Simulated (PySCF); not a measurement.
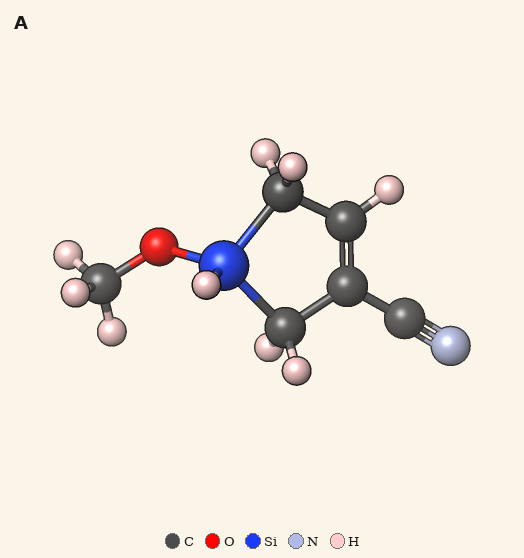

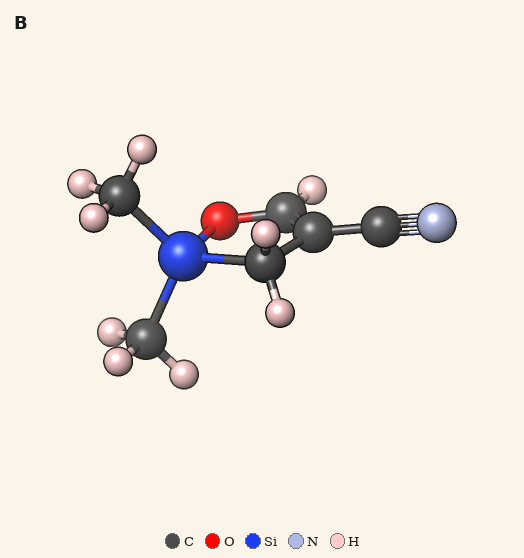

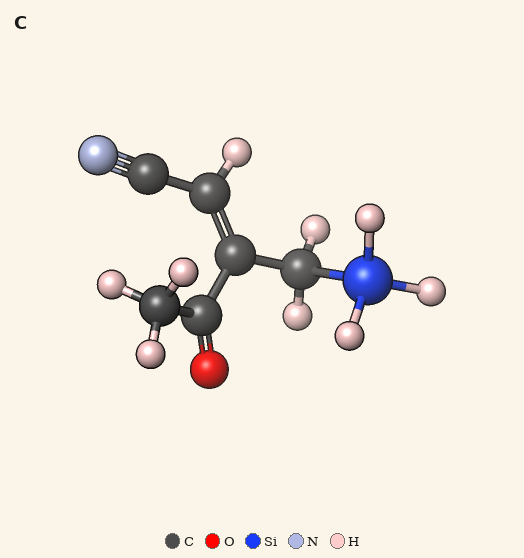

3 stationary structures of one formula. Geometries: GFN2-xTB. Electronic energies: PBE0/pcSseg-1 (PySCF 2.14.0), without zero-point energy. No frequency run is at hand to confirm each as a minimum. Each is one conformer, not always the lowest.

### Are they conformers, stereoisomers or constitutional isomers?

They are constitutional isomers of C6H9NOSi: A `CO[Si@@H]1CC=C(C#N)C1`, B `C[Si]1(C)CC(C#N)=CO1`, C `CC(=O)/C(=C\C#N)C[SiH3]`.

### Rank them by energy, lowest first.

B is lowest; A lies 20.6 kcal/mol above it, C lies 52.5 kcal/mol above it.

The geometry is semi-empirical. Around Si such bond lengths and angles can be off by a tenth of an ångström or more and by several degrees, and values that hang on the shape move with them.
